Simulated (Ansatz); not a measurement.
C₂H₃F₂ (charge +1)

Input

```
basis:
  gaussian:
    orbitals: def2-TZVPD
crystal:
  periodic: [false, false, false]
  atoms:
    - {symbol: C, position_ang: [-1.327937, 0.729370, -0.738563]}
    - {symbol: C, position_ang: [-0.554075, 1.307180, -1.806466]}
    - {symbol: F, position_ang: [-0.392984, 2.535161, -1.935166]}
    - {symbol: F, position_ang: [-0.017672, 0.622943, -2.697811]}
    - {symbol: H, position_ang: [-1.335578, 1.386002, 0.143823]}
    - {symbol: H, position_ang: [-1.004031, -0.300598, -0.528560]}
    - {symbol: H, position_ang: [-2.373585, 0.676609, -1.121976]}
total_charge: 1
hamiltonian:
  xc: pbe0
output: {forces: true, orbitals: {seedname: orbitals}}
```

Command:

```sh
ansatz run input.yaml --threads 1 --pin off --max-ram 2610MiB --events-out events.jsonl --progress --plain --runs-dir runs
```

Geometry: PBE0-D3(BJ)/def2-SVP.

Computed with isolated molecule in a Gaussian basis; Kohn-Sham density functional theory, functional PBE0 in Ansatz.

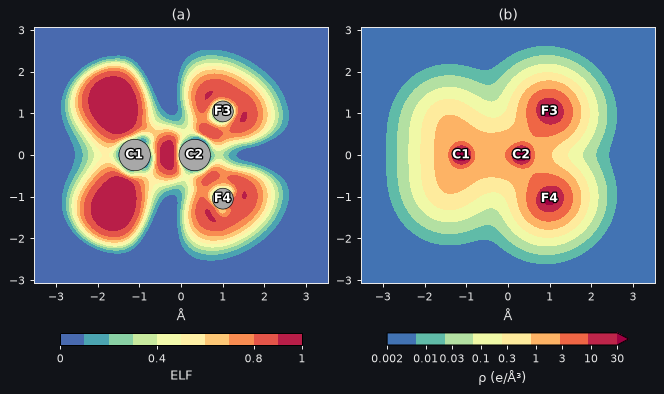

Figure 1. (a) electron localisation function; (b) total electron density on the plane of atoms C1, C2 and F4. Grey discs cover the atomic cores in the ELF map.

Describe what can be read from this map.

Atoms in the plane: C and F.
C–F (1.25 Å): the density is about 3.1 e/Å³ at the midpoint; the ELF peaks at about 0.85 between the atoms, as expected for a shared but strongly polarised pair.
C–C (1.44 Å): ρ at the midpoint is about 2 e/Å³; the ELF peaks at about 0.95 between the atoms, as expected for a covalent bond.
The ELF also peaks beside F4 and F3, away from the bonds: lone-pair regions.

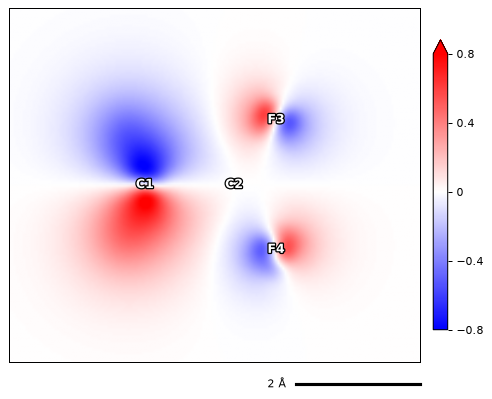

Figure 2. One frontier orbital on the plane of atoms C1, C2 and F4 (values in Å⁻³ᐟ²; the overall sign is arbitrary).

Which orbital is it: HOMO or LUMO?

The HOMO, at −18.71 eV. It lies mainly on C1 (about 45 %), H5 (about 20 %) and H6 (about 20 %).

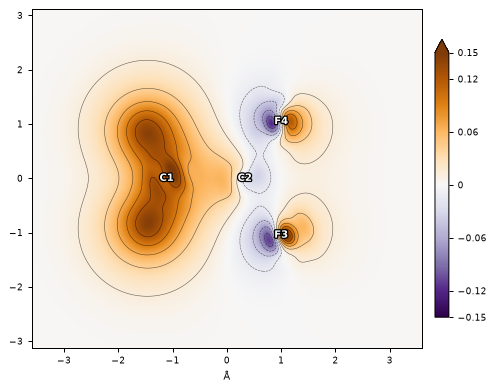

Figure 3. The HOMO−1 on the plane of atoms F3, C2 and F4 (values in Å⁻³ᐟ²; the overall sign is arbitrary).

Describe this orbital and give its energy.

It lies mainly on C1 (about 45 %), H7 (about 25 %), C2 (about 10 %), H5 (about 5 %) and H6 (about 5 %). Its energy is −18.79 eV.
